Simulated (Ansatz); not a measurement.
**C$_{3}$H$_{5}$AlS (SMILES C=[C]1[S][Al]1[CH3]): density, localisation and related maps**

Input

```
crystal:
  periodic: [false, false, false]
  atoms:
    - {symbol: C, position_ang: [-0.681337, -1.300946, -2.154486]}
    - {symbol: C, position_ang: [-0.232617, -0.961934, -0.955485]}
    - {symbol: S, position_ang: [0.491034, -2.094724, 0.314025]}
    - {symbol: Al, position_ang: [0.249294, 0.016123, 0.573729]}
    - {symbol: C, position_ang: [0.468414, 1.560850, 1.714041]}
    - {symbol: H, position_ang: [-1.086094, -0.541547, -2.816034]}
    - {symbol: H, position_ang: [-0.666872, -2.323130, -2.523433]}
    - {symbol: H, position_ang: [0.199361, 2.483777, 1.196688]}
    - {symbol: H, position_ang: [-0.162602, 1.468236, 2.601915]}
    - {symbol: H, position_ang: [1.504519, 1.642194, 2.051941]}
basis:
  gaussian: {orbitals: def2-TZVPP}
hamiltonian: {xc: pbe0, dispersion: d4}
output: {orbitals: {seedname: orbitals}}
```

Launched as:

```sh
ansatz run in.yaml --threads 4 --pin off --events-out ev --progress --plain --max-ram 10444MiB
```

Geometry: PBE0-D4/def2-TZVP.

These are results of RKS PBE0-D4/def2-TZVPP (Ansatz), not measurements.

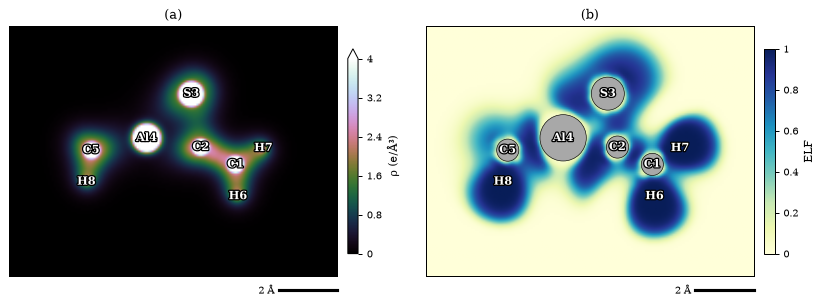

Figure 1. (a) electron density; (b) electron localisation function on the plane of atoms C2, Al4 and S3. Grey discs cover the atomic cores in the ELF map.

Question: What does the map show?

Answer: The plane passes through C, S, Al and H nuclei.
C–C (1.32 Å): the density is about 2.4 e/Å³ at the midpoint; the ELF peaks at about 0.95 between the atoms; a multiple bond.
C–S (1.85 Å): ρ is about 1.1 e/Å³ halfway; the ELF peaks at about 0.85 between the atoms, as expected for a shared electron pair.
C–Al (1.88 Å): ρ at the midpoint is about 0.73 e/Å³; the ELF peaks at about 0.90 in the valence shell of C, 0.7 Å from its nucleus, and is about 0.70 at the midpoint.
Al–S (2.14 Å): ρ at the midpoint is about 0.66 e/Å³; the ELF peaks at about 0.75 in the valence shell of S, 0.9 Å from its nucleus, and is about 0.70 at the midpoint.
C–H (1.09 Å): ρ is about 2 e/Å³ halfway; the ELF climbs to about 1 towards the hydrogen, as it does in any bond to H; an ordinary covalent bond to hydrogen.
The ELF also peaks beside S3, away from the bonds: lone-pair regions.

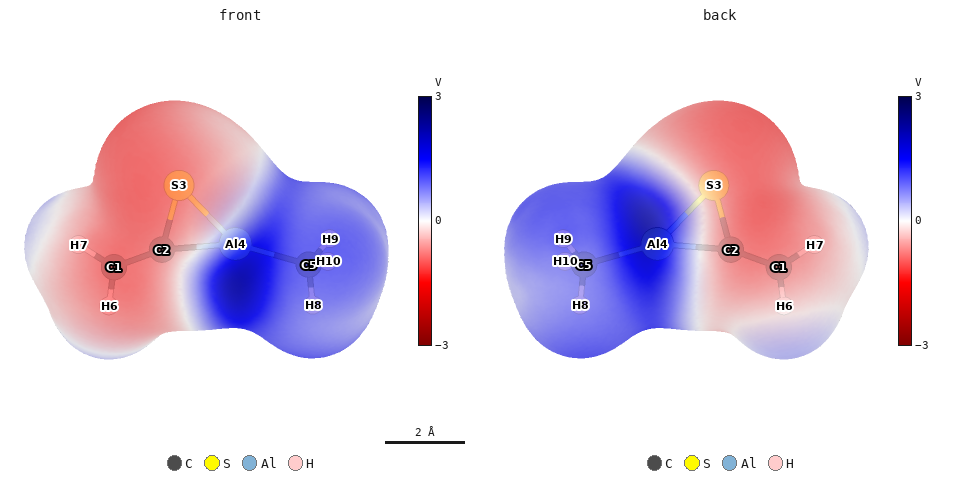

Figure 2. The electrostatic potential painted on the density surface at 0.001 e/bohr³, seen from the front and from behind; red is negative and blue positive.

Question: Which sites attract a positive test charge, and which a negative one?

Answer: A positive charge is drawn to the negative regions and a negative charge to the positive ones. The most negative region (about −0.9 V) lies over C1, C2 and S3, the most positive (about +2.2 V) over Al4.

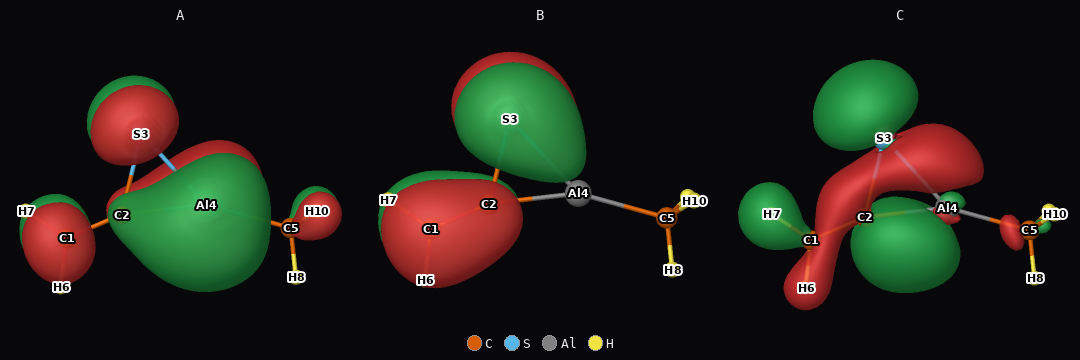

Figure 3. Three frontier orbitals at ±0.08 Å⁻³ᐟ² (green and red are the two phases), in no order.

Question: Which picture is the HOMO−1, the HOMO and the LUMO?

Answer: C is the HOMO−1 (−6.91 eV). It lies mainly on S3 (about 40 %), C2 (about 30 %), Al4 (about 20 %) and C1 (about 5 %). B is the HOMO (−6.20 eV). It lies mainly on S3 (about 45 %), C1 (about 30 %) and C2 (about 15 %). A is the LUMO (−1.13 eV). By Hirshfeld shares it lies mainly on Al4 (about 50 %), S3 (about 15 %), C2 (about 10 %) and C1 (about 10 %).

Question: What is the HOMO–LUMO gap?

Answer: 5.07 eV between the orbital energies.
